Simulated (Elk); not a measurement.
Band structure of EuCd2Sb2 (P-3m1, 5 atoms in the cell).

```
CELL_PARAMETERS angstrom
      4.74392     0.00000     0.00000
     -2.37196     4.10836     0.00000
      0.00000     0.00000     7.70452
ATOMIC_POSITIONS crystal
  Eu 0.00000 0.00000 0.00000
  Cd 0.66667 0.33333 0.36530
  Cd 0.33333 0.66667 0.63470
  Sb 0.66667 0.33333 0.75441
  Sb 0.33333 0.66667 0.24559
```
Moments meant for the start (each program seeds them in its own way; μB, in the order of the atoms Eu Cd Cd Sb Sb): 7.0 0.0 0.0 0.0 0.0.

Method: LDA (PW92), all-electron FP-LAPW, Elk's shipped species files, APW+lo basis with extra local orbitals run with Elk 10.2.4.

Settings: xctype = 3; spinpol = true; rgkmax = 8; stype = 3; swidth = 0.00499791 Ha; ngridk = 4 4 2; reducebf = 0.8; gmaxvr = 14 1/bohr; nxlo = 2; lorbcnd = true; rmtscf = 0.99; lmaxi = 3; nempty = 10 per atom; bfcmt = [[0.0, 0.0, -1.75], [0.0, 0.0, 0.0], [0.0, 0.0, 0.0], [0.0, 0.0, 0.0], [0.0, 0.0, 0.0]].

The starting cell comes from a database of computed structures (which also holds hypothetical and non-ambient phases and stackings), without a prior relaxation at this level. Spin-orbit coupling is off. With one magnetic atom in the cell only a parallel order is possible. With U or open f shells several self-consistent states can exist. The f electrons are in the valence without U or exact exchange, which can misplace them near the Fermi level. Spin-orbit terms, which matter for f shells, are left out. Values depend on the basis (sphere radii, cutoffs, local orbitals), which need not be converged.

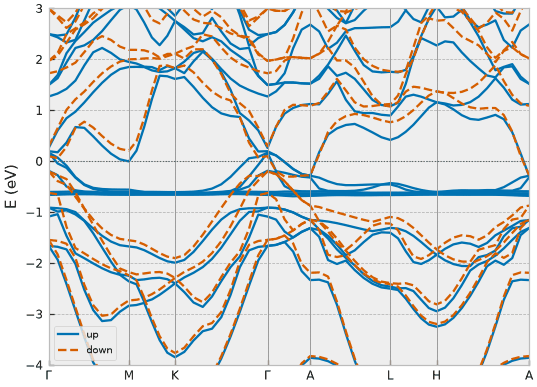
Figure: Bands along the path, energies from the Fermi level.

Levels in eV from the Fermi level, bands 42 to 49 of the first spin channel:
| point | 42 | 43 | 44 | 45 | 46 | 47 | 48 | 49 |
|---|---|---|---|---|---|---|---|---|
| Γ | -0.61 | -0.19 | 0.16 | 0.16 | 0.19 | 0.26 | 1.27 | 1.49 |
| M | -0.64 | -0.63 | -0.60 | -0.56 | -0.01 | 1.85 | 1.95 | 3.07 |
| K | -0.64 | -0.63 | -0.62 | -0.61 | 1.61 | 1.82 | 1.82 | 2.75 |
| A | -0.60 | -0.60 | -0.32 | -0.29 | -0.29 | 1.12 | 1.52 | 1.52 |
| L | -0.63 | -0.62 | -0.46 | -0.43 | 0.42 | 0.89 | 1.08 | 1.75 |
| H | -0.64 | -0.61 | -0.61 | -0.61 | 1.16 | 1.16 | 2.27 | 3.03 |

Bands cross the Fermi level along this path, so the cell is metallic at this level.

The net moment of the cell came out as 6.90 μB.
